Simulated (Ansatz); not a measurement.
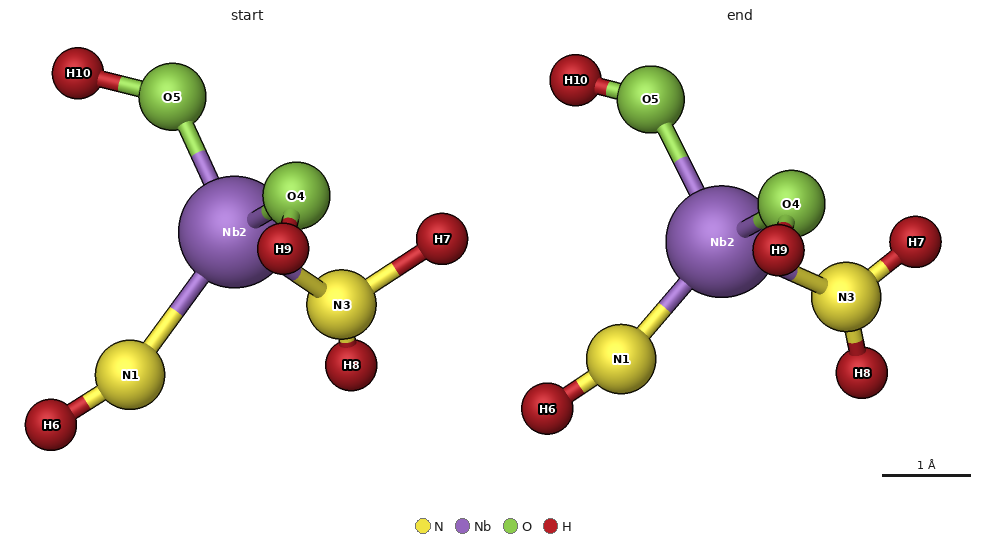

The structure of NbN$_{2}$H$_{5}$O$_{2}$ before (left) and after (right) a relaxation, at one scale.

The picture is a ball-and-stick view, seen at a tilt.

These are results of RKS BLYP-d3bjatm/def2-TZVPP in Ansatz, not measurements.

Input file:
```yaml
crystal:
  periodic: [false, false, false]
  atoms:
    - {symbol: N, position_ang: [-1.447388, 0.269318, -1.017631]}
    - {symbol: Nb, position_ang: [0.174416, 0.145914, 0.201156]}
    - {symbol: N, position_ang: [0.743746, -1.619746, -0.444506]}
    - {symbol: O, position_ang: [-0.442960, 0.255725, 2.016570]}
    - {symbol: O, position_ang: [1.464660, 1.395732, 0.082874]}
    - {symbol: H, position_ang: [-2.101190, 0.682971, -1.758355]}
    - {symbol: H, position_ang: [1.593843, -2.133771, 0.504929]}
    - {symbol: H, position_ang: [0.517101, -2.181670, -0.962553]}
    - {symbol: H, position_ang: [-1.422154, 0.254565, 2.234086]}
    - {symbol: H, position_ang: [1.604494, 2.306711, -0.650382]}
basis:
  gaussian: {orbitals: def2-TZVPP}
hamiltonian: {xc: {name: BLYP}, dispersion: d3bjatm}
accuracy: high
scf: {lower_state_search: light}
relax: {f_tol: 0.0001, max_steps: 3}
```

Command:
```bash
ansatz run in.yaml --threads 4 --pin off --events-out ev --progress --plain --max-ram 10444MiB
```

Question: What changed between the two?

Answer: The relaxation stopped without meeting its thresholds, so the last structure isn't shown to be converged. The input was poor on purpose: steps. The largest move after the best rigid fit is that of H7, 0.26 Å. By element the largest moves are H 0.26 Å, N 0.18 Å, O 0.18 Å, Nb 0.14 Å. Near-neighbour distances that change, for instance: N3–H7 1.374 → 1.034 Å, N1–Nb2 2.032 → 1.775 Å, O5–H10 1.178 → 0.948 Å, N3–H8 0.797 → 1.018 Å. Bond angles that change, for instance: N1–Nb2–N3 95.1° → 105.8°, N3–Nb2–O4 117.1° → 109.8°, N1–Nb2–O5 119.4° → 113.0°. After 2 geometry steps the energy has fallen by 483.0 kJ/mol. Largest force component: 17 eV/Å at the start, 0.87 eV/Å at the end.
